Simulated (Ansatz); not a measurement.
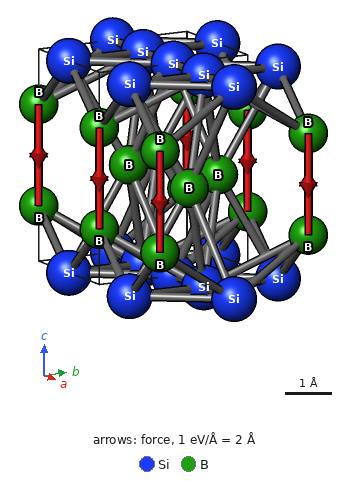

Starting geometry of solid Si₃B₄ (a generated structure, set up in P6/mmm) (coarse preliminary run) with the computed forces as red arrows. A ball-and-stick model of the cell of the calculation, repeated 2 × 1 × 1 with one cell outlined, seen slightly off an axis.

Level of theory: DFT PBE, scalar-relativistic, plane waves, PAW (Ansatz). Set-up: plane-wave cutoff 420 eV; k-point mesh 6 × 6 × 4; occupations gaussian; smearing width 0.1 eV; no spin polarisation; cell and atoms relaxed; force threshold 0.04 eV/Å; at most 70 steps.

What follows when this structure is relaxed?

It isn't relaxed: the largest force vector, on B atoms, is 0.73 eV/Å. Measured relative to the changing cell, the final displacements run against the starting forces (cosine between the two patterns −1.00). Over 11 accepted moves (13 points after the start) the energy falls by 1140 meV per atom. Largest force component: 0.73 eV/Å at the start, 0.013 eV/Å at the end. The pressure goes from −13.55 to −0.05 GPa. At 2 points the geometry stayed and the basis and grid were re-selected for the new cell (energy shift of 2.4 meV per atom at most each time). The largest moves relative to the cell, 0.043 Å, are those of B atoms. Si stays in place. The drawn cell changes as follows: a = b 4.753 → 5.285 Å (+11.2 %), c 4.718 → 3.089 Å (−34.5 %); the volume changes by −19.1 %. Among the contacts that change: Si–Si 4.718 → 3.089 Å, B–B 2.457 → 1.523 Å, B–B 2.262 → 1.566 Å, B–Si 2.729 → 2.171 Å. The space group stays P6/mmm (No. 191).
